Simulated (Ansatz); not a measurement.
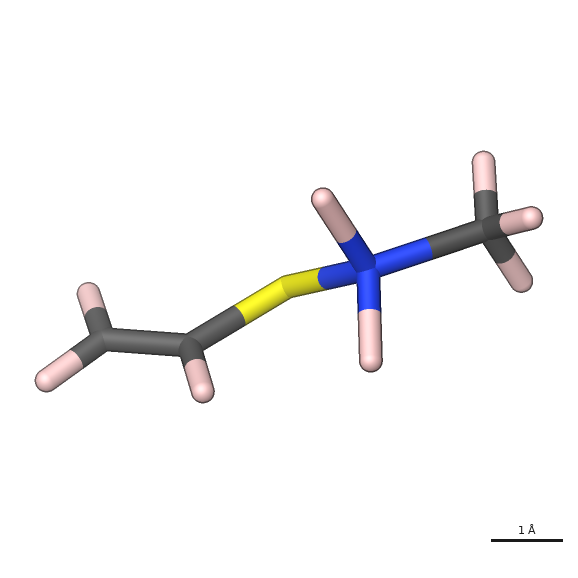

Stick drawing of a structure. Colours: carbon dark grey, sulfur yellow, silicon blue, hydrogen pink.

The computed structure is the end point of a PBE0-D4/def2-TZVP optimisation.

What is the molecular formula?

C₃H₈SSi, 13 atoms: 3 carbon, 8 hydrogen, 1 sulfur and 1 silicon.

What is the point group of this geometry?

C1.

More results for the same structure follow; atom numbers are the same in all pictures, views and colours differ.

### Dipole moment

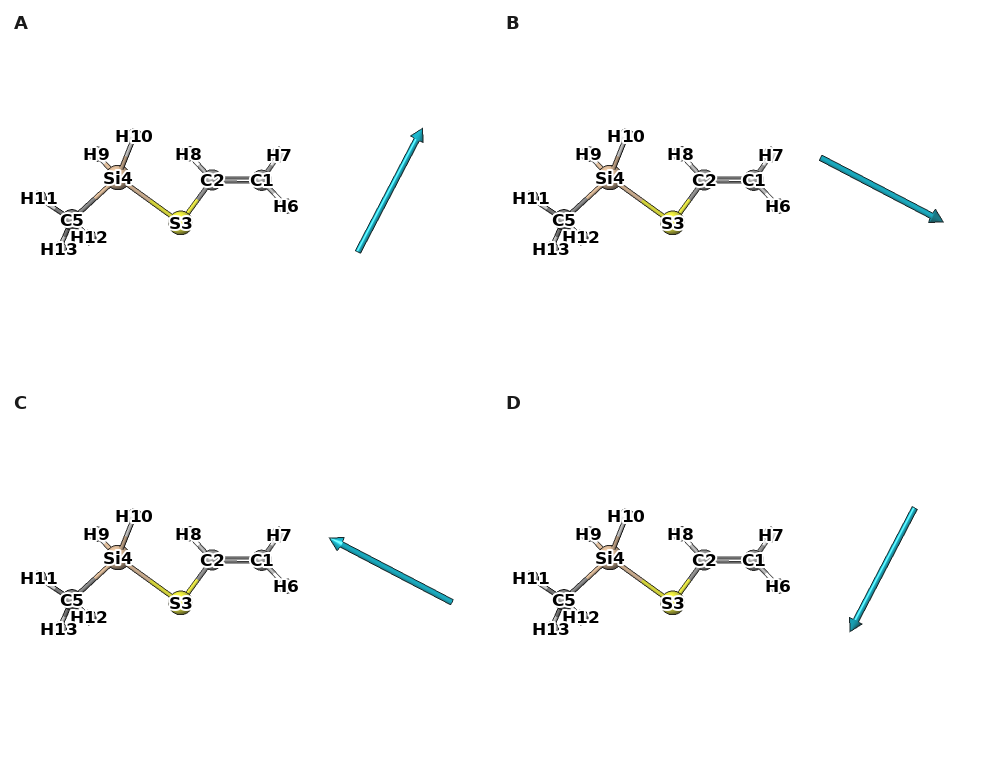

The same molecule four times, each with an arrow. Level of theory: RKS r2SCAN-D4/def2-TZVPP (Ansatz 0.2.0).

Which arrow points along the dipole moment, from the negative to the positive end?

C. The dipole moment is 1.05 D; it points from the side of H6 to the side of H11 (the outermost atoms at the two ends).

### Levels of theory compared

Program: Ansatz 0.2.0.

At this fixed geometry, give HOMO–LUMO gap (eV) at these levels: B3LYP-D4/def2-TZVPP; BHLYP-D4/def2-TZVPP; BLYP-D4/def2-TZVPP; PBE0-D4/def2-TZVPP; SPW92 (LDA)/def2-TZVPP; r2SCAN-D4/def2-TZVPP; revPBE-D4/def2-TZVPP; ωB97X-V/def2-TZVPP.

```
                 level  HOMO–LUMO gap (eV)
   B3LYP-D4/def2-TZVPP                5.92
   BHLYP-D4/def2-TZVPP                8.31
    BLYP-D4/def2-TZVPP                4.31
    PBE0-D4/def2-TZVPP                6.35
SPW92 (LDA)/def2-TZVPP                4.23
  r2SCAN-D4/def2-TZVPP                4.74
  revPBE-D4/def2-TZVPP                4.37
    ωB97X-V/def2-TZVPP               10.73
```

### Charges

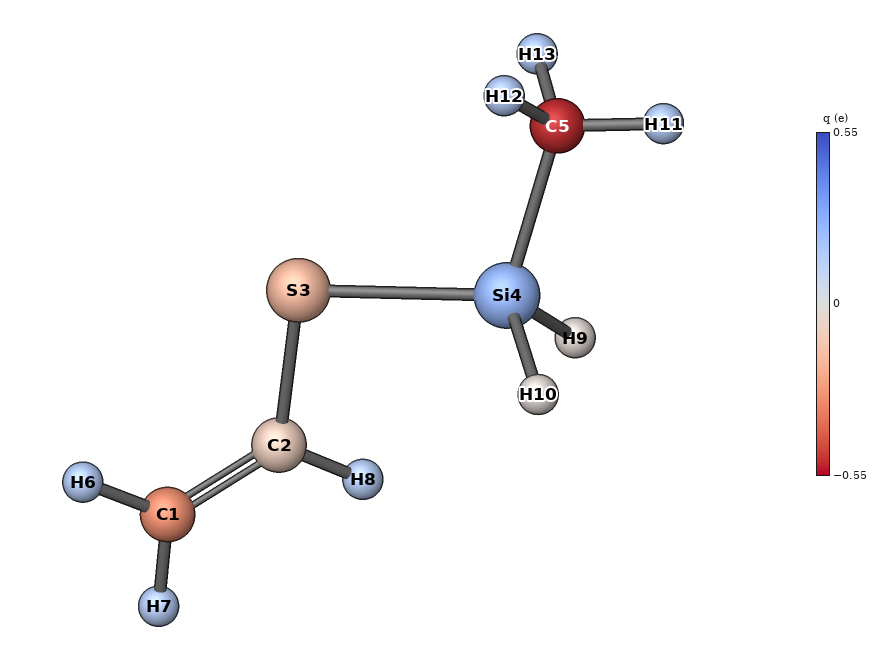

Atoms are coloured by their Mulliken charges. Properties computed with RKS PBE0-D4/def2-TZVP (Ansatz 0.2.0).

Which atom carries the highest charge (most positive or least negative)?

Si4 (0.24 e).

And the lowest?

C5 (−0.50 e).

Give the Mulliken charges atom by atom.

```
atom  value (e)
  C1      −0.29
  C2      −0.08
  S3      −0.16
 Si4       0.24
  C5      −0.50
  H6       0.14
  H7       0.13
  H8       0.13
  H9      −0.03
 H10      −0.02
 H11       0.15
 H12       0.15
 H13       0.15
```

Mulliken values depend strongly on the basis set and can even reverse the polarity of a bond.
